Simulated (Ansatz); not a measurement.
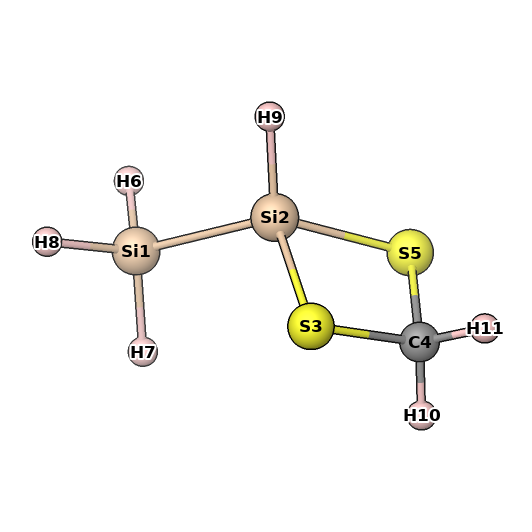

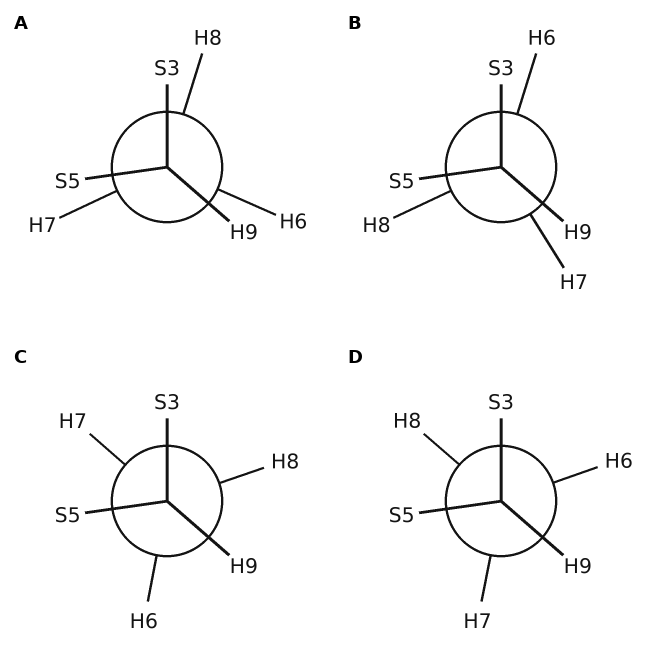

Atoms fade into the background with distance from the viewer. Bonds that would overlap in a projection are set slightly apart. Computed geometry: PBE0-D4/def2-TZVP optimisation. No frequency run is at hand to confirm it as a minimum.

Which Newman projection shows the view along Si2–Si1, with Si2 in front?

C. The torsion angle S3–Si2–Si1–H6 is −169°, antiperiplanar (anti).
